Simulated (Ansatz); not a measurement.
**Where V_S puts its levels in the gap of BaLa2S4 (I-42d)**

Wanted: the transition levels of a vacancy in BaLa2S4 (I-42d), from a cell of 56 host atoms with 1 S taken out.

Program: Ansatz 0.2.0. Level of theory: place-levels on PBEsol runs: charge-transition levels and formation energies with image-charge correction and potential alignment at the atomic sites. Results are calculated unless marked as measured.

### Step 1. The structure

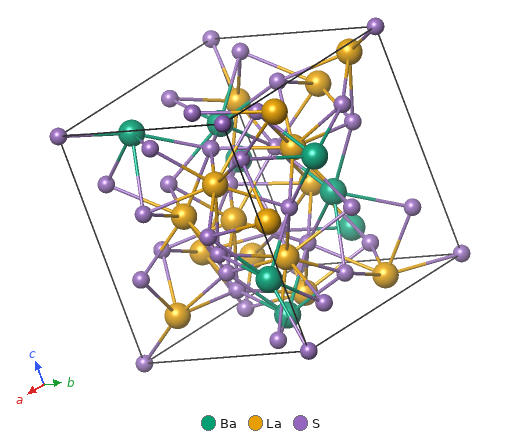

Start, viewed slightly off an axis; barium teal, lanthanum orange, sulfur purple. Bonds to atoms that aren't drawn are left out. Some periodic images of atoms are drawn too.

The cell holds 55 atoms: 8 Ba, 16 La and 31 S. Its edges and angles: a = 12.447 Å, b = 12.447 Å, c = 12.477 Å, α = 59.9°, β = 59.9°, γ = 60.2°. It derives from BaLa2S4 (space group I-42d). Nearest the centre at fractional (0.361, 0.449, 0.472): La18 at 2.89 Å, La14 at 2.98 Å, La23 at 3.06 Å, Ba1 at 3.06 Å, La10 at 3.14 Å, Ba6 at 3.18 Å, S50 at 3.22 Å, S41 at 3.27 Å.

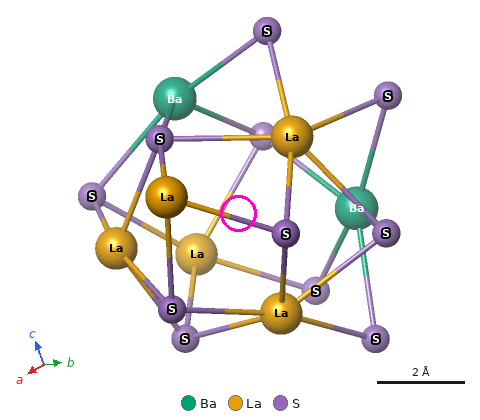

The atoms within 5 Å of the centre. A ring marks the centre wherever it is empty.

Known beforehand: the electronic dielectric constant, (7.76, 7.76, 7.54), and the static one, (20.97, 20.97, 18.13), from a response run on this crystal (DFPT, PBEsol) at that run's own cell.

The cell's shortest repeat is 12.4 Å.

### Step 2. The runs of each charge state

Levels follow from differences of total energies between charge states, each relaxed by itself.

Each atom starts 0.05 Å or so off its site in a random direction. Forces are taken at one point at (¼, ¼, ¼). The cell holds 1 electron more than the neutral one, with a uniform background that keeps it neutral on the whole. The electron count is odd, so at least one spin is unpaired; this run locks the moment at 1 μB.

The sampling was tested on the host first: at the k-points planned (1x1x1 shifted 0.25 0.25 0.25) its energy lies 0.005 eV an atom from the dense-mesh value, under the bound of 0.02 eV set for this test; that bounds the host's error, not the defect's.

One of the inputs; charge, spin and start change from state to state.

qm1_M1.relax/input.yaml

```yaml
crystal:
  lattice:
    - [0.0, 8.82241619, 8.7801378]
    - [8.82241619, 0.0, 8.7801378]
    - [8.82241619, 8.82241619, 0.0]
  atoms:
    - { symbol: Ba, position: [0.125, 0.625, 0.375] }
    - { symbol: Ba, position: [0.375, 0.875, 0.625] }
[... 3 atom lines left out ...]
    - { symbol: Ba, position: [0.25, 0.25, 0.75] }
    - { symbol: Ba, position: [0.5, 0.5, 0.0] }
[... 2 atom lines left out ...]
    - { symbol: La, position: [0.37368137, 0.25131863, 0.37631863] }
    - { symbol: La, position: [0.62368137, 0.50131863, 0.62631863] }
[... 2 atom lines left out ...]
    - { symbol: La, position: [0.24868137, 0.62631863, 0.62368137] }
[... 3 atom lines left out ...]
    - { symbol: La, position: [0.50131863, 0.62368137, 0.24868137] }
[... 4 atom lines left out ...]
    - { symbol: La, position: [0.62631863, 0.24868137, 0.50131863] }
    - { symbol: La, position: [0.87631863, 0.49868137, 0.75131863] }
    - { symbol: S, position: [0.23611748, 0.82415068, 0.34321553] }
    - { symbol: S, position: [0.48611748, 0.07415068, 0.59321553] }
[... 2 atom lines left out ...]
    - { symbol: S, position: [0.07415068, 0.48611748, 0.84651631] }
    - { symbol: S, position: [0.32415068, 0.73611748, 0.09651631] }
[... 4 atom lines left out ...]
    - { symbol: S, position: [0.71821553, 0.47151631, 0.36111748] }
    - { symbol: S, position: [0.96821553, 0.72151631, 0.61111748] }
[... 4 atom lines left out ...]
    - { symbol: S, position: [0.44915068, 0.36111748, 0.71821553] }
[... 2 atom lines left out ...]
    - { symbol: S, position: [0.09321553, 0.34651631, 0.57415068] }
[... 5 atom lines left out ...]
    - { symbol: S, position: [0.59651631, 0.34321553, 0.23611748] }
[... 1 atom line left out ...]
    - { symbol: S, position: [0.22151631, 0.46821553, 0.19915068] }
    - { symbol: S, position: [0.47151631, 0.71821553, 0.44915068] }
[... 1 atom line left out ...]
    - { symbol: S, position: [0.97151631, 0.21821553, 0.94915068] }
  host:
    repeats: [1, 1, 1]
    atoms:
      - { symbol: Ba, position: [0.125, 0.625, 0.375] }
      - { symbol: Ba, position: [0.375, 0.875, 0.625] }
      # ... 54 more atoms of the perfect host
total_charge: -1
basis:
  ecutwfc: 420
  xc_grid: 2
hamiltonian:
  xc: pbesol
kpoints:
  mp_grid: { grid: [1, 1, 1], shift: [0.25, 0.25, 0.25] }
magnetization:
  spin_polarized: true
  initial_magnetization: 1
  spin_locking: { lock_magnetization: hard }
scf:
  occupations: { method: fixed }
  max_iter: 100
output:
  forces: true
  charged_corrections:
    epsilon: [7.76, 7.76, 7.54]
    static_epsilon: [20.97, 20.97, 18.13]
    defect_position: [0.361117, 0.449151, 0.471516]
relax:
  f_tol: 0.02
  max_steps: 80
  random_displacement: { amplitude: 0.05, seed: 8557 }
checkpoint:
  write: "../qm1_M1.relax.run"
  compress: false
  write_wavefunctions: true
  write_every: 100000
```

Run with:

```bash
$ ansatz run input.yaml --threads 8 --pin off --max-ram 14131MiB --backend cpu --events-out ev --progress --plain --runs-dir out
```

The relaxed structure is kept and the sampling changed to a 2×2×2 shifted mesh.

The run of this state that the levels use, under PBEsol:

qm1_M1.point/input.yaml

```yaml
crystal:
  checkpoint: "../qm1_M1.relax.run"
  host: checkpoint
total_charge: -1
basis:
  ecutwfc: 420
  xc_grid: 2
hamiltonian:
  xc: pbesol
kpoints:
  mp_grid: { grid: [2, 2, 2], shift: [0.5, 0.5, 0.5] }
magnetization:
  spin_polarized: true
  initial_magnetization: 1
  spin_locking: { lock_magnetization: hard }
scf:
  occupations: { method: fermi_dirac, width: 0.01 }
  max_iter: 100
output:
  forces: true
  eigenvalues: true
  charged_corrections:
    epsilon: [7.76, 7.76, 7.54]
    static_epsilon: [20.97, 20.97, 18.13]
    defect_position: [0.361117, 0.449151, 0.471516]
  eigenstates: { localisation: true }
  populations: true
  efg: {}
checkpoint:
  read: "../qm1_M1.relax.run"
  write: "../qm1_M1.point.run"
  compress: false
  write_wavefunctions: false
  write_every: 100000
```

Relaxations under PBEsol at one point at (¼, ¼, ¼); times on 8 threads of Arm Neoverse V2, shared host:

```csv
charge,moment (μB),occupations,outcome,steps,largest displacement against the far atoms (Å),time
−1,1,fixed,converged,5,0.22,1.9 min
0,0,fixed,converged,5,0.23,49 s
+1,1,fixed,converged,5,0.34,1.7 min
+2,0,fixed,converged,6,0.72,57 s
0,2,fixed,converged,5,0.32,1.8 min
```

Single points under PBEsol at a 2×2×2 shifted mesh; times on 8 threads of Arm Neoverse V2, shared host:

```csv
charge,moment (μB),occupations,outcome,time
−1,1,fermi-dirac,converged,3 min
0,0,fermi-dirac,converged,73 s
+1,1,fermi-dirac,converged,2.8 min
+2,0,fermi-dirac,converged,74 s
0,2,fermi-dirac,converged,3 min
```

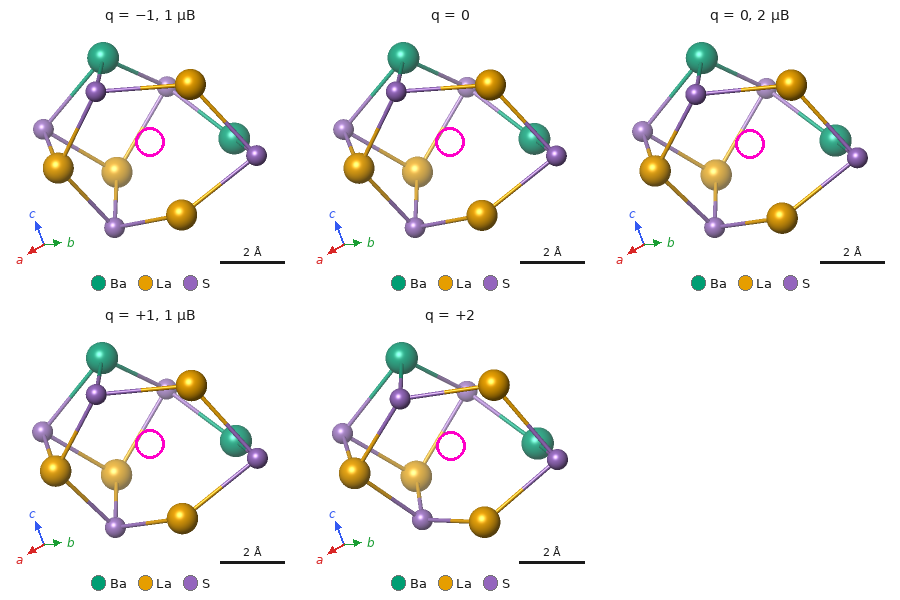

The structures near the centre after relaxation with PBEsol, by charge. A ring marks the centre wherever it is empty.

Distances (Å) from the ideal centre to the nearest atoms after relaxation with PBEsol:

```csv
charge,moment (μB),1.,2.,3.,4.,5.,6.
−1,1,La 2.93,S 3.00,Ba 3.01,La 3.07,S 3.07,La 3.14
0,0,La 2.94,S 2.99,Ba 3.01,La 3.07,S 3.08,La 3.12
0,2,S 2.90,La 2.96,Ba 3.02,S 3.02,La 3.11,La 3.21
+1,1,S 2.89,La 2.97,S 3.01,Ba 3.03,La 3.09,La 3.19
+2,0,S 2.52,S 2.86,Ba 3.05,La 3.05,La 3.18,La 3.24
```

### Step 3. place-levels, PBEsol

A charged cell interacts with its images and the background, and its potential has another zero than the host's. place-levels removes the first by a point-charge model, screened by the static dielectric constant since the ions have relaxed around the charge, and the second by comparing potentials at atoms far from the defect.

The host is a run of the defect-free crystal in the same cutoffs, grids and k-points, so that basis and sampling errors cancel in part in the differences. Its band edges come from a run of the primitive cell that searches the zone for them. Chemical potentials are energies per atom of S (S12 rings, Pnnm, not the stable S8 form), run with the same functional and cutoff.

levels.point.yaml

```yaml
host:
  run: host.point.run
  levels_from: { run: edges.point.run }
states: [qm1_M1.point.run, q0.point.run, qp1_M1.point.run, qp2.point.run, q0_M2.point.run]
geometry_from:
  qm1_M1.point.run: qm1_M1.relax.run
  q0.point.run: q0.relax.run
  qp1_M1.point.run: qp1_M1.relax.run
  qp2.point.run: qp2.relax.run
  q0_M2.point.run: q0_M2.relax.run
  host.point.run: host.relax.run
chemical_potentials:
  S:
    energy: -884.879081
    dataset: "<sha256 of the dataset>"
epsilon: [7.76, 7.76, 7.54]
static_epsilon: [20.97, 20.97, 18.13]
vertical:
  - { from: qm1_M1.point.run, to: qm1_M1.point_neutral.run }
  - { from: qp1_M1.point.run, to: qp1_M1.point_neutral.run }
  - { from: qp2.point.run, to: qp2.point_neutral.run }
```

Run with:

```bash
$ ansatz place-levels levels.point.yaml -- --threads 8 --pin off --max-ram 14131MiB
```

Numbers of over 12 decimals in the logs are rounded to 6 here.

The log of the run:

```text
[... repeated set-up lines and file paths are left out, and long positions are rounded to six places ...]
(+2/+1) 1.471 eV above the valence edge, 0.454 eV under the conduction edge
(+1/0) 1.831 eV above the valence edge, 0.093 eV under the conduction edge
(0/-1) 1.927 eV above the valence edge (+2.162 eV without the band-filling correction), in the conduction band
formation energy of charge +2: +0.773 eV with the Fermi level at the valence edge
formation energy of charge +1: +2.244 eV with the Fermi level at the valence edge
formation energy of charge 0: +4.075 eV with the Fermi level at the valence edge
formation energy of charge -1: +6.002 eV with the Fermi level at the valence edge
vertical -1 to 0: no energy, since no alignment is typed
  the change from vertical[0].from (qm1_M1.point.run) to vertical[0].to (qm1_M1.point_neutral.run): by its potential at epsilon [7.76, 7.76, 7.54] it stands at 0.426 0.204 0.352, with an rms radius of about 6.7 Å (3.9 4.1 3.6 Å across the planes of the cell's [...]
vertical +1 to 0: no energy, since no alignment is typed
  the change from vertical[1].from (qp1_M1.point.run) to vertical[1].to (qp1_M1.point_neutral.run): by its potential at epsilon [7.76, 7.76, 7.54] it stands at 0.382 0.358 0.459, with an rms radius of about 4.1 Å (2.3 2.4 2.4 Å across the planes of the cell's [...]
vertical +2 to 0: no energy, since no alignment is typed
  the change from vertical[2].from (qp2.point.run) to vertical[2].to (qp2.point_neutral.run): by its potential at epsilon [7.76, 7.76, 7.54] it stands at 0.329 0.422 0.465, with an rms radius of about 4.7 Å (2.5 2.9 2.8 Å across the planes of the cell's [...]
  edges by pbesol of host.levels_from (edges.point.run), its mesh sampled to repeats of 38.14 Å (the valence edge +0.079 eV and the conduction edge -0.143 eV from those of the host's own run), gap 1.925 eV; the host is sampled to repeats of 24.89 Å
  the defect's cells are sampled to repeats of 24.89 Å, like sampling
  charge +2: -173054.9595 eV with its correction of +0.065 eV, at epsilon [20.97, 20.97, 18.13], aligned at sites: -0.1552 eV, mean over 11 atomic sites at or beyond 6.22 Å from the host's site at [0.3612, 0.4481, 0.4721] by the defect at [0.3611, 0.4492, [...]
  charge +1: -173044.5205 eV with its correction of -0.056 eV, at epsilon [20.97, 20.97, 18.13], aligned at sites: -0.1498 eV, mean over 11 atomic sites at or beyond 6.22 Å from the host's site at [0.3612, 0.4481, 0.4721] by the defect at [0.3611, 0.4492, [...]
  charge 0: +0.000 eV for its dipole among its images, +0.000 omitted
  charge -1: -173022.5903 eV with its correction of +0.195 eV, at epsilon [20.97, 20.97, 18.13], aligned at sites: -0.1015 eV, mean over 11 atomic sites at or beyond 6.22 Å from the host's site at [0.3612, 0.4481, 0.4721] by the defect at [0.3611, 0.4492, [...]
  states[0] (qm1_M1.point.run): levels filled in part (TS 0.005 eV): its energy is of no whole electron's
  charge 0: states[4] (q0_M2.point.run) stands 0.170 eV higher, with a moment of 2.00 μB against 0.00
  states[4] (q0_M2.point.run): levels filled in part (TS 0.005 eV): its energy is of no whole electron's
  of states[3] (qp2.point.run): it parts from the run at its places by a charge that spreads by about 2.9 Å along one vector (1.8 Å or more is wide), by its potential at epsilon [7.76, 7.76, 7.54], taken for that of held ions (one typed too small widens it), [...]
  of states[2] (qp1_M1.point.run): it parts from the run at its places by a charge that spreads by about 2.4 Å along one vector (1.8 Å or more is wide), by its potential at epsilon [7.76, 7.76, 7.54], taken for that of held ions (one typed too small widens [...]
  of states[1] (q0.point.run): its displacements don't fall off away from the defect: farther atoms stand 0.022 Å off the host's places. [...]
  of states[0] (qm1_M1.point.run): it parts from the run at its places by a charge that spreads by about 4.1 Å along one vector (1.8 Å or more is wide), by its potential at epsilon [7.76, 7.76, 7.54], taken for that of held ions (one typed too small widens [...]
  of states[4] (q0_M2.point.run): its displacements don't fall off away from the defect: farther atoms stand 0.02 Å off the host's places. [...]
  vertical[0].from (qm1_M1.point.run): levels filled in part (TS 0.005 eV): its energy is of no whole electron's
  of vertical[0].from (qm1_M1.point.run): its displacements don't fall off away from the defect: farther atoms stand 0.02 Å off the host's places. [...]
  of vertical[0].to (qm1_M1.point_neutral.run): its displacements don't fall off away from the defect: farther atoms stand 0.02 Å off the host's places. [...]
  of vertical[1].from (qp1_M1.point.run): its displacements don't fall off away from the defect: farther atoms stand 0.021 Å off the host's places. [...]
  of vertical[1].to (qp1_M1.point_neutral.run): its displacements don't fall off away from the defect: farther atoms stand 0.021 Å off the host's places. [...]
  of vertical[2].from (qp2.point.run): its displacements don't fall off away from the defect: farther atoms stand 0.027 Å off the host's places. [...]
  vertical[2].to (qp2.point_neutral.run): levels filled in part (TS 0.008 eV): its energy is of no whole electron's
  of vertical[2].to (qp2.point_neutral.run): its displacements don't fall off away from the defect: farther atoms stand 0.027 Å off the host's places. [...]
```

The job ended after 0.47 s (8 threads of Arm Neoverse V2, shared host).

Levels between the charges placed, in eV above the valence top:

```
        gap (eV)  (+2/+1)  (+1/0)  (0/−1)
PBEsol      1.92     1.47    1.83    1.93
```

Corrections by state:

| charge | moment (μB) | image terms and alignment (eV) | band filling (eV) | ε used | over the lowest of its charge, as the program ranks them, band filling apart (eV) |
| --- | --- | --- | --- | --- | --- |
| +2 | 0.0 | 0.065 | - | principal values (18.13, 20.97, 20.97) | 0.000 |
| +1 | 1.0 | -0.056 | - | principal values (18.13, 20.97, 20.97) | 0.000 |
| 0 | 0.0 | 0.000 | - | - | 0.000 |
| −1 | 1.0 | 0.195 | -0.235 | principal values (18.13, 20.97, 20.97) | 0.000 |
| 0 | 2.0 | 0.000 | - | - | 0.170 |

The charged structures listed were also run neutral, and place-levels reads from each pair, by the potential or the spins, how wide the charge is by which they differ; that can be the carrier of either run.

```
charge  rms radius (Å)  spread where it is widest against the cell (Å)  wide from (Å)  reading
    +2             4.7                                            2.86           1.76     wide
    +1             4.1                                            2.40           1.76     wide
    −1             6.7                                            4.10           1.76     wide
```

The neutral runs of these pairs need not share the spin of the lowest neutral state, and very wide values only mean spread over the cell.

From the program's caveats on the states, each cut to its opening words:

- charge +2: it parts from the run at its places by a charge that spreads by about 2.9 Å along one vector (1.8 Å or more is wide), by its potential at epsilon [7.76, 7.76, [...]
- charge +2: its displacements don't fall off away from the defect: farther atoms stand 0.027 Å off the host's places
- charge +1 (1 μB): it parts from the run at its places by a charge that spreads by about 2.4 Å along one vector (1.8 Å or more is wide), by its potential at epsilon [7.76, 7.76, [...]
- charge +1 (1 μB): its displacements don't fall off away from the defect: farther atoms stand 0.021 Å off the host's places
- charge 0: its displacements don't fall off away from the defect: farther atoms stand 0.022 Å off the host's places
- charge −1 (1 μB): it parts from the run at its places by a charge that spreads by about 4.1 Å along one vector (1.8 Å or more is wide), by its potential at epsilon [7.76, 7.76, [...]
- charge −1 (1 μB): a band-filling correction moves a carrier to the host's band edge, which changes its energy by -0.235 eV
- charge −1 (1 μB): the host's ions (past the first shell or, of a walk that freed a part, those that it held) aren't shown at rest: they stand up to 0.064 Å off their sites, 0.60 [...]
- charge −1 (1 μB), 0 (2 μB): its displacements don't fall off away from the defect: farther atoms stand 0.02 Å off the host's places
- charge −1 (1 μB): its moments are held at its close (magnetization.spin_locking), by a field of 0.034 eV a Bohr magneton, and its energy and levels are of the state that this [...]
- charge 0 (2 μB): its moments are held at its close (magnetization.spin_locking), by a field of 0.044 eV a Bohr magneton, and its energy and levels are of the state that this [...]

Chemical potentials of the elements' reference phases, run alike. Formation energies (elemental references), with the Fermi level at the valence top and at the conduction bottom (gap 1.92 eV):

| charge | at valence top (eV) | at conduction bottom (eV) | correction included (eV) |
| --- | --- | --- | --- |
| +2 | 0.77 | 4.62 | 0.06 |
| +1 | 2.24 | 4.17 | -0.06 |
| 0 | 4.08 | 4.08 | 0.00 |
| −1 | 6.00 | 4.08 | -0.04 |

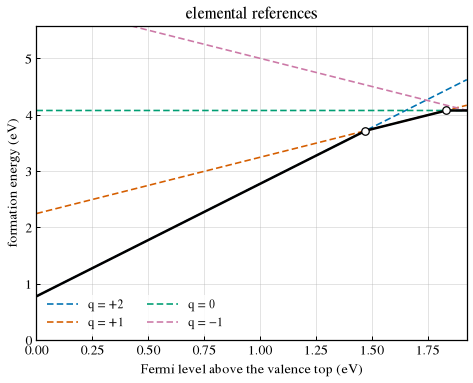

Formation energy against Fermi level; the thick line follows the lowest charge state and circles mark the transition levels.

### Step 4. The same at the relaxations' own k-points

The relaxations' own energies give the levels at their sampling, for comparison.

levels.relax_mesh.yaml

```yaml
host:
  run: host.relax.run
  levels_from: { run: edges.relax.run }
states: [qm1_M1.relax.run, q0.relax.run, qp1_M1.relax.run, qp2.relax.run, q0_M2.relax.run]
chemical_potentials:
  S:
    energy: -884.879081
    dataset: "<sha256 of the dataset>"
```

Run with:

```bash
$ ansatz place-levels levels.relax_mesh.yaml -- --threads 8 --pin off --max-ram 14131MiB
```

The log of the run:

```text
(+2/+1) 1.480 eV above the valence edge, 0.444 eV under the conduction edge
(+1/0) 1.850 eV above the valence edge, 0.075 eV under the conduction edge
[...]
formation energy of charge +2: +0.724 eV with the Fermi level at the valence edge
formation energy of charge +1: +2.204 eV with the Fermi level at the valence edge
formation energy of charge 0: +4.054 eV with the Fermi level at the valence edge
formation energy of charge -1: +6.002 eV with the Fermi level at the valence edge
  edges by pbesol of host.levels_from (edges.relax.run), its mesh sampled to repeats of 38.14 Å (the valence edge +0.076 eV and the conduction edge -0.143 eV from those of the host's own run), gap 1.925 eV; the host is sampled to repeats of 12.45 Å
[... the lines on each state left out ...]
```

Elapsed: 0.16 s, on 8 threads.

Levels between neighbouring charges, in eV above the valence top:

|  | gap (eV) | (+2/+1) | (+1/0) | (0/−1) |
| --- | --- | --- | --- | --- |
| one point at (¼, ¼, ¼) | 1.92 | 1.48 | 1.85 | 1.95 |
| a 2×2×2 shifted mesh | 1.92 | 1.47 | 1.83 | 1.93 |

Going from one point at (¼, ¼, ¼) to a 2×2×2 shifted mesh moves the levels that carry no band-filling term by up to 0.02 eV and formation energies against the elements by up to 0.05 eV; band-filling terms, which differ between samplings, are in these energies.

### Step 5. Results

| Quantity | Value |
| --- | --- |
| gap of the host | 1.92 eV (PBEsol) |
| level (plus 2/plus 1) | 1.47 eV above the valence top |
| level (plus 1/0) | 1.83 eV above the valence top |
| level (0/minus 1) | 1.93 eV above the valence top, at the conduction bottom (2.16 eV above the valence top without the band-filling term) |
| lowest of the charges placed, just above the valence top (0.02 eV) | +2 |
| lowest of the charges placed, just below the conduction bottom (0.02 eV) | 0 |
| lowest formation energy at mid-gap of the charges run, elemental references | 2.70 eV |

Of the charges placed (−1, 0, +1 and +2), the lowest changes at 1.47 eV (+2/+1) and 1.83 eV (+1/0) above the valence top, in a gap of 1.92 eV. (+1/0) lies 0.09 eV from a band edge, less than the doubt on such levels. Charges above +2 were not placed, so these runs say nothing of levels that involve them. States placed: +2 at 0 μB; +1 at 1 μB; 0 at 0 μB and 2 μB; −1 at 1 μB. Other spin states or structures, where not listed, weren't placed. The program finds carriers beyond a band edge of the host and adds a band-filling term at charge −1 (-0.24 eV); steps to such a charge show no bound level, and a defect level inside a band would be read the same way. Going from one point at (¼, ¼, ¼) to a 2×2×2 shifted mesh moves the levels that carry no band-filling term by up to 0.02 eV and formation energies against the elements by up to 0.05 eV; band-filling terms, which differ between samplings, are in these energies. Keep in mind: PBEsol makes the gap too small and tends to spread out bound carriers; spin–orbit coupling, which can matter with heavy atoms, is left out.

[Logs are printed without paths, hosts, clocks, repeated set-up lines and the standing remarks that a program may print on its own settings, such as how far it seeks lower states.]

[Hosts, paths, dates, database ids (printed as entryN), source tags and the programs' standing remarks are cut or masked in the printed files.]

[Where a table of states has a column of steps, it counts the stored structures, which are thinned; the runs took as many ionic steps or more.]

[A defect's name tells the site on which it was built; relaxed atoms can leave that site.]

[For some hosts the program warned that the k-mesh of the response run may be too coarse for force constants and the static dielectric constant; such warnings are not shown here.]
